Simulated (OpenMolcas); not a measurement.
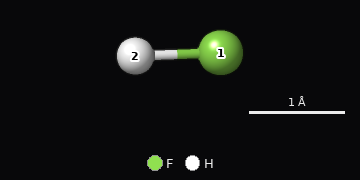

**Figure 1.** The structure as given in the input (ball-and-stick view, seen at a tilt; atoms are numbered from 1 in the order of the input). Bond lengths as drawn: F–H 0.92 Å.

## HF: single-point calculation

System: HF.
Method: CASSCF/ANO-L-VDZP (OpenMolcas 26.06).

The geometry comes from this level: PBE0-D4/def2-TZVP.

## The input
```
&GATEWAY
 Coord
 struct.xyz
 Basis
 ANO-L-VDZP
 Group
 NoSym
 RICD

&SEWARD

&RASSCF
 FileOrb
 $CurrDir/step1.ScfOrb
 Spin
 1
 Nactel
 6 0 0
 Inactive
 2
 Ras2
 6
 OrbListing
 Nothing
```

## File struct.xyz
```
2

F     -0.390000     0.144600    -0.196400
H      0.390000    -0.144600     0.196400
```

Machine: 1 thread of Arm Neoverse V1, 24 GiB of memory available, shared host.

Command:
```bash
export MOLCAS_MEM=1860
pymolcas step2.inp > step2.log
```

## Output
```
--- Start Module: gateway ---

                                              &GATEWAY

                       available to each process: 1.9 GB of memory, 1 thread

++    Symmetry information:
      ---------------------

                    Character Table for C1

                             E
                    a        1  x, y, xy, Rz, z, xz, Ry, yz, Rx, I
--

++    Basis set information:
      ----------------------

      Basis set label: F.ANO-L...3S2P1D.

      Electronic valence basis set:
      ------------------
      Associated Effective Charge   9.000000 au
      Associated Actual Charge      9.000000 au
      Nuclear Model: Point charge

      Shell  nPrim  nBasis  Cartesian Spherical Contaminant
         s      14       3        X
         p       9       2        X
         d       4       1                 X

      Basis set label: H.ANO-L...2S1P.

      Electronic valence basis set:
      ------------------
      Associated Effective Charge   1.000000 au
      Associated Actual Charge      1.000000 au
      Nuclear Model: Point charge

      Shell  nPrim  nBasis  Cartesian Spherical Contaminant
         s       8       2        X
         p       4       1        X
--

++    Molecular structure info:
      -------------------------

                    ************************************************
                    **** Cartesian Coordinates / bohr, angstrom ****
                    ************************************************

     Center  Label                x              y              z                     x              y              z
        1      F1              -0.736993       0.273254      -0.371142             -0.390000       0.144600      -0.196400
        2      H2               0.736993      -0.273254       0.371142              0.390000      -0.144600       0.196400
--

            Nuclear Potential Energy              5.17695231 au

--- Stop Module: gateway /rc=_RC_ALL_IS_WELL_ ---

--- Start Module: seward ---

                                              &SEWARD

                       available to each process: 1.9 GB of memory, 1 thread

               SEWARD will generate:
                  Multipole Moment integrals up to order  2
                  Kinetic Energy integrals
                  Nuclear Attraction integrals (point charge)
                  One-Electron Hamiltonian integrals
                  Velocity integrals
                  Orbital angular momentum around ( -0.6627   0.2457  -0.3337 )
                  Velocity quadrupole around ( -0.6627   0.2457  -0.3337 )
                  RI decomposed two-electron repulsion integrals stored Cholesky style
                   - acCD auxiliary basis
                   - CD Threshold:   1.00E-04

                   Integrals are discarded if absolute value <: 1.00E-14
                   Integral cutoff threshold is set to       <: 1.00E-16

            Nuclear Potential Energy              5.17695231 au

      Basis set specifications :
      Symmetry species         a
      Basis functions           19

--- Stop Module: seward /rc=_RC_ALL_IS_WELL_ ---

--- Start Module: rasscf ---

                                              &RASSCF

                       available to each process: 1.9 GB of memory, 1 thread

      Header of the ONEINT file:
      --------------------------

      OrdInt status: non-squared

      Cartesian coordinates in angstrom:
      -----------------------------------------------------
      No.  Label        X            Y            Z
      -----------------------------------------------------
       1   F1        -0.39000000   0.14460000  -0.19640000
       2   H2         0.39000000  -0.14460000   0.19640000
      -----------------------------------------------------
      Nuclear repulsion energy =    5.17695231

++    Wave function specifications:
      -----------------------------

      Number of closed shell electrons           4
      Number of electrons in active shells       6
      Max number of holes in RAS1 space          0
      Max nr of electrons in RAS3 space          0
      Number of inactive orbitals                2
      Number of active orbitals                  6
      Number of secondary orbitals              11
      Spin quantum number                      0.0
      State symmetry                             1
--

++    Orbital specifications:
      -----------------------

      Symmetry species                           1
                                                 a
      Frozen orbitals                            0
      Inactive orbitals                          2
      Active orbitals                            6
      RAS1 orbitals                              0
      RAS2 orbitals                              6
      RAS3 orbitals                              0
      Secondary orbitals                        11
      Deleted orbitals                           0
      Number of basis functions                 19
--

++    CI expansion specifications:
      ----------------------------

      Number of CSFs                           175
      Number of spin combinations              210
      Number of determinants                   400
      Number of root(s) required                 1
      Root chosen for geometry opt.              1
      CI root used                               1

      highest root included in the CI            1
      max. size of the explicit Hamiltonian    175
--

++    Optimization specifications:
      ----------------------------

      RASSCF algorithm: LK RI/DF
      Maximum number of macro iterations       200
      Maximum number of SX iterations          100
      Threshold for RASSCF energy            1.000E-08
      Threshold for max MO rotation          1.000E-01
      Threshold for max BLB element          1.000E-04
      Level shift parameter                  5.000E-01
      Make Quasi-Newton update
--

      The MO-coefficients are taken from the file:
      step1.ScfOrb
      Title: SCF orbitals

      Total molecular charge    0.00

      ************************************************************************************************************************
      *                                            Wave function control section                                             *
      ************************************************************************************************************************

                                         RASSCF iterations: Energy and convergence statistics
                                         ----------------------------------------------------

          iter iter root      energy       change     param      element    value   shift minimum  type update hh:mm:ss
 Nr of preliminary CI iterations:   1
        1   1   21    1  -100.09195452    0.00E+00   5.00E-01*   3  14 1 -2.90E-02*  0.00   0.00    SX    NO    0:00:00
        2   1   20    1  -100.10821015   -1.63E-02*  2.81E-01*   3  19 1  8.13E-03*  0.00   0.00    SX    NO    0:00:00
        3   1   18    1  -100.11021642   -2.01E-03* -1.24E-01*   3  14 1  3.95E-03*  0.00   0.00    SX    NO    0:00:00
        4   1   18    1  -100.11085914   -6.43E-04*  8.82E-02    3  14 1  2.15E-03*  0.00   0.00    SX    NO    0:00:00
        5   1   18    1  -100.11143707   -5.78E-04*  8.90E-02    2   3 1  1.60E-03*  0.00   2.50    LS   YES    0:00:00
        6   1   18    1  -100.11205619   -6.19E-04*  2.58E-01*   2   6 1 -1.76E-03*  0.00   2.50    QN   YES    0:00:00
        7   1   17    1  -100.11333788   -1.28E-03*  5.14E-02    3  19 1 -4.24E-03*  0.00   1.16    QN   YES    0:00:00
        8   1   17    1  -100.11333949   -1.61E-06*  7.61E-02    3  19 1 -4.91E-03*  0.00   0.52    SX   YES    0:00:00
        9   1   17    1  -100.11388824   -5.49E-04* -1.49E-01*   3  10 1 -2.72E-03*  0.00   2.42    QN   YES    0:00:00
       10   1   18    1  -100.11474817   -8.60E-04* -2.66E-01*   6   9 1  3.03E-03*  0.00   2.34    QN   YES    0:00:00
       11   1   18    1  -100.11557387   -8.26E-04* -5.18E-01*   6   9 1  6.34E-03*  0.00   2.34    QN   YES    0:00:00
       12   1   20    1  -100.13381728   -1.82E-02*  3.56E-01*   6   9 1  1.66E-02*  0.00   0.00    SX    NO    0:00:00
       13   1   12    1  -100.14667261   -1.29E-02*  1.45E-01*   6   9 1  8.10E-03*  0.00   1.27    QN   YES    0:00:00
       14   1   12    1  -100.14841837   -1.75E-03*  2.53E-02    5   9 1 -3.81E-03*  0.00   1.02    QN   YES    0:00:00
       15   1   11    1  -100.14861000   -1.92E-04*  1.80E-02    2   6 1  1.40E-03*  0.00   1.75    LS   YES    0:00:00
       16   1   11    1  -100.14865563   -4.56E-05* -1.17E-02    4  16 1 -1.25E-03*  0.00   1.10    QN   YES    0:00:00
       17   1   11    1  -100.14868233   -2.67E-05* -1.27E-02    2   5 1 -4.30E-04*  0.00   1.50    QN   YES    0:00:00
       18   1   11    1  -100.14869968   -1.73E-05* -2.67E-02    4  16 1  4.22E-04*  0.00   2.50    QN   YES    0:00:00
       19   1   11    1  -100.14872713   -2.75E-05* -2.34E-02    4  16 1  7.91E-04*  0.00   1.80    QN   YES    0:00:00
       20   1   10    1  -100.14874468   -1.76E-05* -1.58E-02    4  16 1  5.95E-04*  0.00   1.71    LS   YES    0:00:00
       21   1   11    1  -100.14874826   -3.58E-06*  2.29E-03    3  12 1 -5.56E-04*  0.00   1.05    QN   YES    0:00:00
       22   1   10    1  -100.14875330   -5.04E-06*  3.39E-03    2   7 1 -2.90E-04*  0.00   2.50    LS   YES    0:00:00
       23   1   10    1  -100.14875616   -2.86E-06*  2.48E-03    4  16 1 -2.86E-04*  0.00   1.03    QN   YES    0:00:00
       24   1   10    1  -100.14875826   -2.10E-06*  3.66E-03    3  12 1  2.37E-04*  0.00   2.50    LS   YES    0:00:00
       25   1    9    1  -100.14876035   -2.09E-06*  4.27E-03    3  12 1  1.87E-04*  0.00   2.18    LS   YES    0:00:00
       26   1    9    1  -100.14876124   -8.86E-07*  3.04E-03    3  14 1 -2.47E-04*  0.00   1.03    QN   YES    0:00:00
       27   1    8    1  -100.14876164   -4.05E-07* -6.48E-04    5  10 1 -1.15E-04*  0.00   1.29    QN   YES    0:00:00
       28   1    7    1  -100.14876170   -5.80E-08*  1.77E-04    5  13 1 -4.19E-05   0.00   1.19    QN   YES    0:00:00
       29   1    6    1  -100.14876171   -6.59E-09   7.57E-05    5  13 1 -1.31E-05   0.00   1.21    QN   YES    0:00:00
      Convergence after 29 iterations
       30   1    6    1  -100.14876171   -6.13E-10   7.57E-05    5  12 1  2.11E-06   0.00   1.21    QN   YES    0:00:00

      ************************************************************************************************************************
                                                      Wave function printout:
                       occupation of active orbitals, and spin coupling of open shells (u,d: Spin up or down)
      ************************************************************************************************************************

      Note: transformation to natural orbitals
      has been made, which may change the order of the CSFs.

      printout of CI-coefficients larger than  0.05 for root  1
      energy=    -100.148762
      conf/sym  111111     Coeff  Weight
             1  222000  -0.98423 0.96871
            11  220200   0.05644 0.00319
            24  u2dud0   0.05179 0.00268
            34  202002   0.05644 0.00319
            39  ud20ud  -0.05179 0.00268
            43  022020   0.08332 0.00694
            48  2uud0d  -0.05645 0.00319
            50  u2udd0   0.05332 0.00284
            55  uu20dd   0.05332 0.00284

      Natural orbitals and occupation numbers for root  1
      sym 1:   1.973987   1.981053   1.981053   0.018675   0.026558   0.018675

      ************************************************************************************************************************
      *                                                    Final results                                                     *
      ************************************************************************************************************************

++    Final optimization conditions:
      ------------------------------

      Average CI energy                            -100.14876171
      RASSCF energy for state  1                   -100.14876171
      Super-CI energy                                -0.00000000
      RASSCF energy change                           -0.00000000
      Max change in MO coefficients               7.372E-05
      Max non-diagonal density matrix element     7.573E-05
      Maximum BLB matrix element                  2.114E-06
      (orbital pair   5,  12 in symmetry   1)
      Norm of electronic gradient            5.525E-06
--

      Final state energy(ies):
      ------------------------

::    RASSCF root number  1 Total energy:   -100.14876171
      Von Neumann Entropy (Root   1) =  0.25456

      Mulliken population analysis for root number:  1
      -----------------------------------------------

++    Molecular charges:
      ------------------

      Mulliken charges per centre
      ---------------------------

                F1      H2
      Total    9.2195  0.7805

      N-E     -0.2195  0.2195

      Total electronic charge=   10.000000

      Total            charge=   -0.000000
--

      Expectation values of various properties for root number:  1
      -----------------------------------------------------------

++    Molecular properties:
      ---------------------

      Charge (e):
                      =   -0.0000
      Dipole Moment (debye):
      Origin of the operator (angstrom)=   -0.3507    0.1300   -0.1766
                   X=  1.5127E+00               Y= -5.6088E-01               Z=  7.6180E-01           Total=  1.7842E+00
      Quadrupole Moment (debye*angstrom):
      Origin of the operator (angstrom)=   -0.3507    0.1300   -0.1766
                  XX= -4.3800E+00              XY= -6.5553E-01              XZ=  8.9036E-01              YY= -5.9050E+00
                  YZ= -3.3012E-01              ZZ= -5.6996E+00
      In traceless form (debye*angstrom)
                  XX=  1.4223E+00              XY= -9.8329E-01              XZ=  1.3355E+00              YY= -8.6515E-01
                  YZ= -4.9518E-01              ZZ= -5.5716E-01
--

      LoProp population analysis for root number:  1
      -----------------------------------------------

++    LoProp analysis:
      ----------------

++    Static properties:
      ------------------

      LoProp Charges per center

                   F1       H2
      Nuclear      9.0000   1.0000
      Electronic  -9.4196  -0.5804

      Total       -0.4196   0.4196
--

      Natural Bond Order analysis for root number:  1

++    Natural Bond Order analysis
      ---------------------------
      Based on LoProp computed density
      -------------------------------------------------------------------------------------
      Atom A       Atom B       Bond Order
      -------------------------------------------------------------------------------------
      NBO located      0.999 non-bonded electrons on atom F1
      The remaining    4.328 electrons are to be considered as diffuse
--

--

      Average orbitals are written to the RASORB file
      Natural orbitals for root   1 are written to the RASORB.1 file
      Spin density orbitals for root   1 are written to the SPDORB.1 file

--- Stop Module: rasscf /rc=_RC_ALL_IS_WELL_ ---
--- Module rasscf spent 1 second ---

.##################.
.# Happy landing! #.
.##################.

    Timing: Wall=2.53 User=2.20 System=0.32
```

## Key numbers

```tsv
quantity	value
outcome	converged
total energy	−100.148762 hartree
CASSCF energy	−100.148762 hartree
basis functions	19
wall time	2.8 s
peak memory	0.083 GiB
```

## Remarks

The record of the run, not the program, notes: an active orbital turned away from the chosen space.
